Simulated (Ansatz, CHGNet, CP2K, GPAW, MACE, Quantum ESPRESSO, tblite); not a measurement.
**Ge(111) slab, H on both faces (54 atoms): other programs against plane waves**

Aim: forces and gap of Ge(111) slab, H on both faces (54 atoms) at one geometry, from other programs and methods, against plane-wave PBE.

Results are calculated, not measured.

## (1) The cell

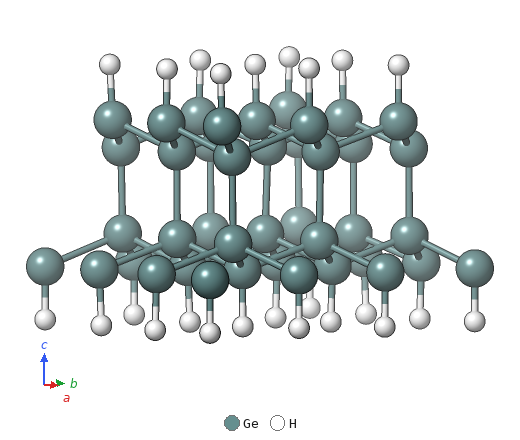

The cell (germanium teal, hydrogen white). Some periodic images of atoms are drawn too.

The cell holds 54 atoms (36 Ge and 18 H), with edges of 12.00, 12.00 and 19.14 Å. Recipe: diamond-structure Ge (a = 5.658 Å), (111) slab of 4 atomic planes, 3 x 3 surface cells, H on the broken bonds of both faces, 12 Å of vacuum; displaced by a Gaussian of 0.02 Å. Then every atom was moved at random, 0.02 Å r.m.s. a Cartesian component (hydrogen 0.6 of that).

## (2) The reference input

Quantum ESPRESSO 7.5: Kohn-Sham DFT, PBE, SSSP efficiency 1.3.0 pseudopotentials, plane waves. Its input, pw.in:

```
&control
  calculation = 'scf'
  pseudo_dir = './pseudo'
  outdir = './tmp'
  disk_io = 'none'
  tprnfor = .true.
/
&system
  ibrav = 0
  nat = 54
  ntyp = 2
  ecutwfc = 45
  ecutrho = 360
  nosym = .true.
  occupations = 'smearing'
  smearing = 'fd'
  degauss = 0.003675
/
&electrons
  conv_thr = 2.7e-07
  electron_maxstep = 100
  mixing_beta = 0.4
  mixing_mode = 'local-TF'
  diagonalization = 'david'
/
ATOMIC_SPECIES
Ge 72.630 Ge.upf
H 1.008 H.upf
CELL_PARAMETERS angstrom
12.00243 0.00000 0.00000
-6.00122 10.39441 0.00000
0.00000 0.00000 19.14331
ATOMIC_POSITIONS crystal
Ge 0.44200 0.88879 0.43368
Ge 0.66986 0.00325 0.39341
Ge 0.22143 0.77871 0.60923
Ge 0.44708 0.88614 0.56289
[... 48 atom lines left out ...]
H 0.33505 0.33782 0.31226
H 0.88721 0.10977 0.68585
K_POINTS gamma
```

```console
$ OMP_NUM_THREADS=1 mpirun -np 4 pw.x -in pw.in > output.txt
```

The job ended after 3.2 min (4 MPI ranks of Arm Neoverse V2, shared host; peak memory 5.4 GiB).

It converged with an r.m.s. force component of 0.54 eV/Å.

Its highest filled and lowest empty levels lie 0.69 eV apart on its k-points.

## (3) The other programs

- CHGNet: machine-learned potential, published weights.
- CP2K 2026.2: Gaussian basis with GTH pseudopotentials and a plane-wave density; labels give functional, basis (MOLOPT sets; SR short-range, UZH the newer set with its own potentials), grid cutoff/relative cutoff and solver (OT: orbital transformation; TRS4, TC2, SIGN: linear-scaling purification with its sparsity filter), or its built-in tight binding.
- GPAW 26.7.0: PAW with atomic orbitals (LCAO), plane waves or a real-space grid of spacing h.
- MACE: machine-learned potential, published weights.
- tblite 0.8.0: extended tight binding, driven from Python.

All use the same cell and atoms, and the electronic-structure runs the same k-mesh.

## (4) Side by side

Differences are against the reference: forces as r.m.s. over components, share as that over the reference's r.m.s. force, slope as the fitted ratio of a run's forces to the reference's.

```csv
run,"Δ force, r.m.s. (meV/Å)",share (%),slope,Δ gap (eV),cores,CPU time,memory (GiB)
reference,-,-,-,-,4,13 min,5.4
CHGNet r2SCAN potential,274,51.2,0.564,-,1,2.8 s,0.52
"CP2K GFN1-xTB, OT DIIS",217,40.6,0.758,-,1,3.4 s,0.4
"CP2K LDA, DZVP-MOLOPT-SR, 450/50 Ry, OT CG",176,32.9,0.878,-0.0278,2,4.6 min,2.1
"CP2K PBE+D3, DZVP-MOLOPT-SR, 450/50 Ry, OT CG",90.1,16.8,0.929,0.0021,2,7.7 min,2.4
"CP2K PBE, DZVP-MOLOPT (SR for Ge), 450/50 Ry, OT CG",20.3,3.79,0.993,0.008,2,14 min,2.4
"CP2K PBE, DZVP-MOLOPT-SR, 450/30 Ry, OT CG (coarse)",91.2,17.0,0.928,0.0026,2,6.5 min,2.4
"CP2K PBE, DZVP-MOLOPT-SR, 450/50 Ry, OT CG",91.2,17.0,0.928,0.0026,2,7.5 min,2.4
"CP2K PBE, DZVP-UZH, 450/50 Ry, OT CG",22.0,4.11,0.974,-0.0102,2,7.9 min,2.4
"CP2K r2SCAN, SCAN potentials, DZVP-UZH(SCAN), 600/50 Ry, OT CG",185,34.6,0.868,0.298,2,17 min,3.5
"GPAW PBE, LCAO dzp, h 0.2 Å",147,27.3,1.171,0.0658,1,53 s,1.1
"GPAW PBE, LCAO dzp, h 0.2 Å, other mixer settings",146,27.3,1.171,0.0658,1,65 s,0.99
"GPAW PBE, LCAO sz(dzp), h 0.2 Å (coarse)",781,146,1.846,0.166,1,23 s,0.95
"GPAW RPBE, LCAO dzp, h 0.2 Å",161,30.1,1.173,0.151,1,57 s,1.1
MACE MP-0b2 small potential,149,27.8,0.786,-,1,5.3 s,0.67
MACE MP-0b3 medium potential,263,49.1,0.713,-,1,6.2 s,0.7
tblite GFN1-xTB,164,30.6,0.911,-,1,1.9 s,0.16
```

Rows marked coarse were listed beforehand as settings not expected to be converged; some can still land near the reference.

Times of the machine-learned potentials are mostly Python's start and the loading of weights.

At other geometries of this session 2 more runs gave no result.

CPU time is summed over cores on shared hosts, so it is rough.

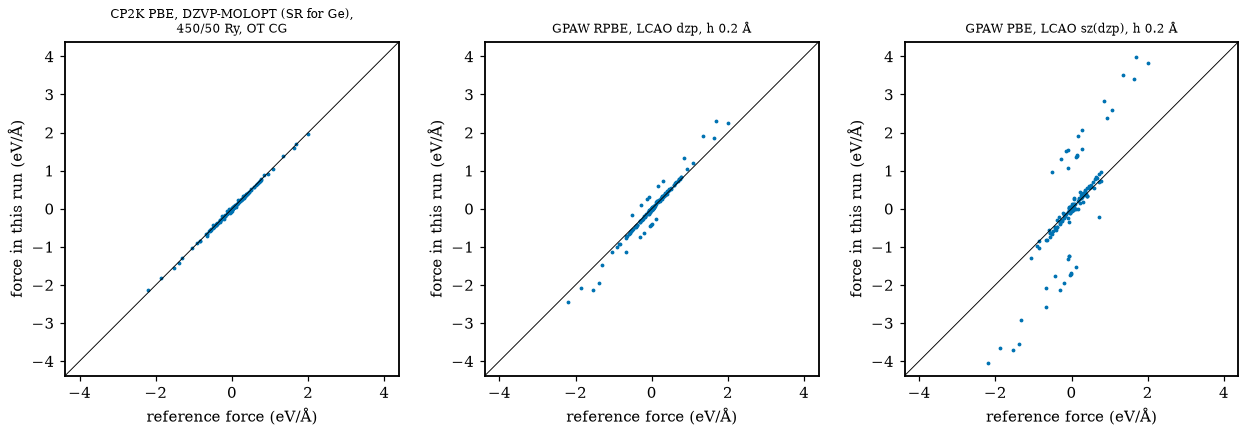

Force components against those of the reference; the line marks equality.

## (5) Findings

Forces lie from 3.8 % (CP2K PBE, DZVP-MOLOPT (SR for Ge), 450/50 Ry, OT CG) to 146 % (GPAW PBE, LCAO sz(dzp), h 0.2 Å, coarse) of the reference's r.m.s. force of 0.54 eV/Å away from it. The PBE runs in local orbitals, coarse settings apart, differ by 3.8 % (CP2K PBE, DZVP-MOLOPT (SR for Ge), 450/50 Ry, OT CG) to 27 % (GPAW PBE, LCAO dzp, h 0.2 Å); basis, grid and potentials can all enter. Tight binding differs by 31 % (tblite GFN1-xTB) to 41 % (CP2K GFN1-xTB, OT DIIS); it is another model, with fitted parameters of its own, and the xTB methods hold dispersion. Machine-learned potentials differ by 28 % (MACE MP-0b2 small potential) to 51 % (CHGNet r2SCAN potential); they were trained on other programs' data, some at another functional. Among those trained on PBE data the slope goes as low as 0.71, with a correlation of 0.87, so directions differ as well as sizes.

Rows with another functional or a dispersion term differ by 17 % (CP2K PBE+D3, DZVP-MOLOPT-SR, 450/50 Ry, OT CG) to 35 % (CP2K r2SCAN, SCAN potentials, DZVP-UZH(SCAN), 600/50 Ry, OT CG), which mixes the change of model with differences of basis and potentials, some of them made for another functional. Runs with settings chosen to be coarse differ by 17 % (CP2K PBE, DZVP-MOLOPT-SR, 450/30 Ry, OT CG) to 146 % (GPAW PBE, LCAO sz(dzp), h 0.2 Å), their programs' other errors included. GPAW PBE, LCAO dzp, h 0.2 Å stiffens the forces by a factor of 1.17 while following their directions (correlation 0.984); the difference isn't even, but is largest on one element. In CP2K PBE, DZVP-MOLOPT-SR, 450/50 Ry, OT CG the difference has nearly one length on every H (0.15 eV/Å) and points along its bond, inwards: this method prefers shorter bonds, and stiff bonds to hydrogen turn a small shift into a large force. Gaps at PBE, coarse settings apart, lie -0.01 to +0.07 eV from the reference's, on k-points that hold the band edges only if these fold onto them.

Caveats: Periodic xTB results under one method name differ between programs and library versions. The potentials hold different valence shells: 522 electrons in the reference, 162 in CP2K with DZVP-UZH and 162 in GPAW; this bears on time and differences. GPAW's setups keep the filled d shell of Ge in the core. Machine-learned potentials mimic data converged in k, so the reference's own k-point error enters their differences. The electronic-structure runs sample only Γ, in a cell whose shortest periodic width is 10 Å. The reference's 45/360 Ry lie under the cutoffs that SSSP recommends for H (60/480 Ry). The slab repeats along its normal with no dipole correction. Spin–orbit coupling is left out. Where levels are smeared, the DFT runs use Fermi–Dirac occupations at 580 K (0.05 eV), and energies are free energies. The atoms were displaced at random, and shares hang on the size of the forces that this gives. The reference's cutoffs and mesh weren't converged further here.

[Logs are printed without paths, hosts, clocks, repeated set-up lines and the standing remarks that a program may print on its own settings, such as how far it seeks lower states.]

[Hosts, paths, dates, database ids (printed as entryN), source tags and the programs' standing remarks are cut or masked in the printed files.]

[Cells were taken only where this reference lay near another plane-wave run.]
